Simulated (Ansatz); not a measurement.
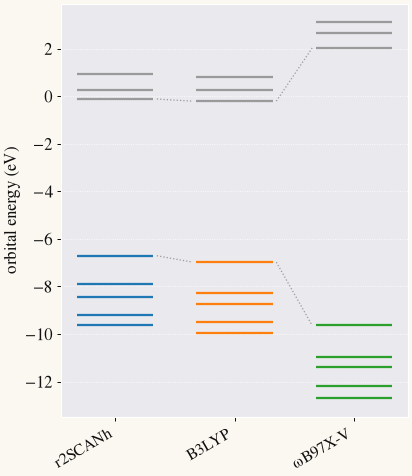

Frontier orbital energies of CH₆OSSi, SMILES [SiH3]OCS at one geometry, def2-TZVPP, the Ansatz code, at a PBE0-D4/def2-TZVP geometry (a minimum by its frequencies). Empty levels are grey, levels within 0.1 eV stand side by side; all columns show the same few orbitals around the gap. Dotted lines join the HOMOs and the LUMOs.

How do the frontier levels move from column to column?

Answer. The separation grows from 6.59 eV (r2SCANh) to 11.67 eV (ωB97X-V).

```
  level  HOMO (eV)  LUMO (eV)  separation (eV)
r2SCANh      −6.71      −0.12             6.59
  B3LYP      −6.98      −0.21             6.77
ωB97X-V      −9.64       2.03            11.67
```

Limits of at least one run: empty levels above zero depend strongly on the basis; one conformer of a flexible molecule.
